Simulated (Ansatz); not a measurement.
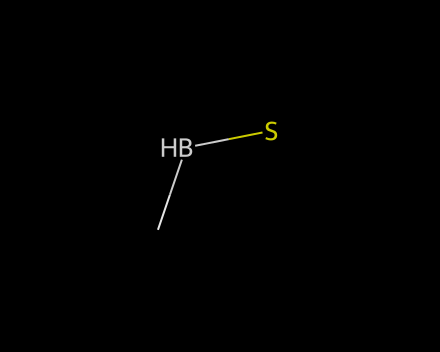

A structural formula. The species is neutral and a spin doublet.

Give its SMILES.

Answer. CB[S]

Give the formula, hydrogens included.

Answer. CH4BS.

An optimisation with PBE0-D4/def2-TZVP gave a structure of which point group?

Answer. Cs.

The parts below concern this one geometry. Atoms keep their numbers from picture to picture. The computed structure is the end point of a PBE0-D4/def2-TZVP optimisation. No frequency run is at hand to confirm it as a minimum.

## Dipole moment

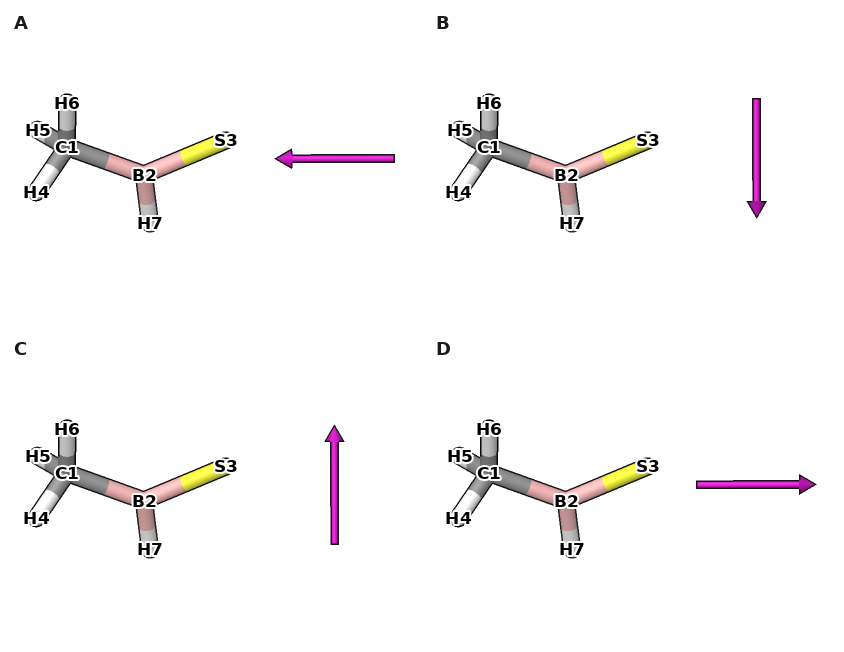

The same molecule four times, each with an arrow. No frequency run is at hand to confirm it as a minimum. Method: UKS PBE0-D4/def2-TZVP (Ansatz 0.2.0).

Which arrow points along the dipole moment, from the negative to the positive end?

Answer. A. The dipole moment is 1.03 D; it points from the side of S3 to the side of H4, H5 (the outermost atoms at the two ends).

## Charges

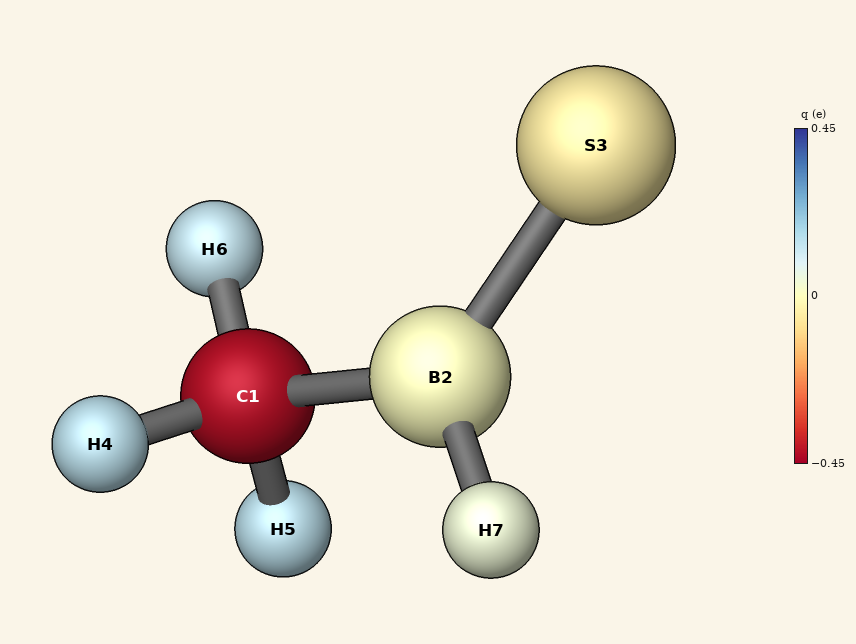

Atoms are coloured by their Mulliken charges. No frequency run is at hand to confirm it as a minimum. Method: UKS PBE0-D4/def2-TZVP (Ansatz 0.2.0).

List the Mulliken charges.

```json
{"atom": "C1", "value (e)": "−0.42"}
{"atom": "B2", "value (e)": "0.00"}
{"atom": "S3", "value (e)": "−0.05"}
{"atom": "H4", "value (e)": "0.15"}
{"atom": "H5", "value (e)": "0.15"}
{"atom": "H6", "value (e)": "0.13"}
{"atom": "H7", "value (e)": "0.04"}
```

## Electronic properties

No frequency run is at hand to confirm it as a minimum. Method: UKS PBE0-D4/def2-TZVPP (Ansatz 0.2.0).

Predict the main results.

- HOMO energy (Kohn–Sham orbital): −8.02 eV
- ⟨S²⟩ of the determinant: 0.756
- dispersion correction: −8.5 kJ/mol

Mulliken values depend strongly on the basis set and can even reverse the polarity of a bond.
